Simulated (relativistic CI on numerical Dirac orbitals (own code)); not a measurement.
# V⁵⁺: relativistic CI calculation

System: V⁵⁺.
Method: Dirac-Coulomb-Breit CI, KLI orbitals optimised for each configuration, model QED (radiative potential, 1s self-energy scaled to tabulated hydrogen-like ionisation energies), valence Slater integrals scaled by 0.7, multiplet model of core-to-valence dipole absorption in a parametric crystal field (relativistic CI on numerical Dirac orbitals, in-house).

Summary:

| quantity | value |
| --- | --- |
| outcome | converged |
| hardware | 1 CPU thread, shared host |

Notes:

Limits: free-ion energies, so absolute edge positions are off by a few eV from solids.

Input file:
```
atom V  Z=23  charge=5  electrons=18
nucleus A=51  rms_radius_fm=3.6002
hamiltonian dirac-coulomb  breit=on  qed=on  c_scale=1
orbitals kli  potential=per-configuration
slater_scale 0.7
correlation none
mixing on
configurations
  [Ne] 3s2 3p6
  [He] 2s2 2p5 3s2 3p6 3d
end
absorption L2,3 T=300 lorentz=0.4 gauss=0.3
crystal_field Oh 10Dq=21200
```

The run was one of a batch that the task file lists, launched with:
```bash
python <driver script> task.json out
```

The program writes its results to a structured record and prints no log; tables and figures of this report are taken from that record.

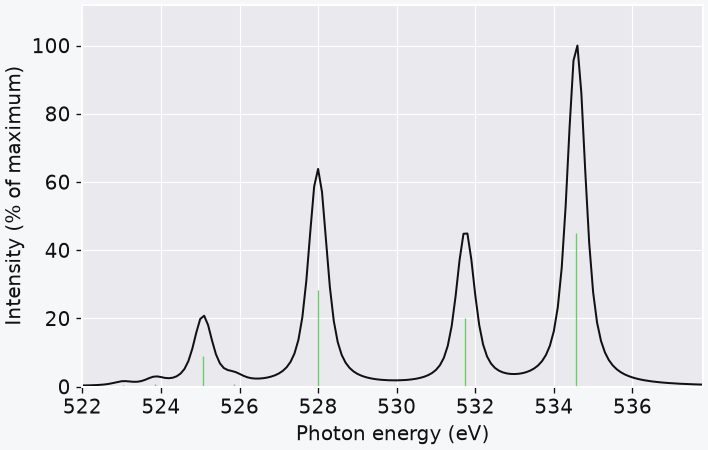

**Figure 1.** L₂,₃ X-ray absorption of V⁵⁺, [Ar], in a field of Oh symmetry with 10Dq = 21,200 cm⁻¹. Sticks are the strongest transitions, on a scale of their own. Multiplet model: relativistic Dirac–Coulomb–Breit theory, one configuration a step, Slater integrals scaled by 0.7, 300 K, Voigt broadening (Lorentzian 0.4 eV, Gaussian 0.3 eV full widths), computed with a radial Dirac CI code. The main maxima lie at 525.1 eV (21), 528.0 eV (64), 531.8 eV (45) and 534.6 eV (100), heights in % of the largest; the centroid is at 531.2 eV. The lower edge holds 0.38 of the intensity (branching ratio, edges parted at 530 eV), and the core spin-orbit splitting of the orbitals is 7.42 eV. The ground state has S = 0.00.
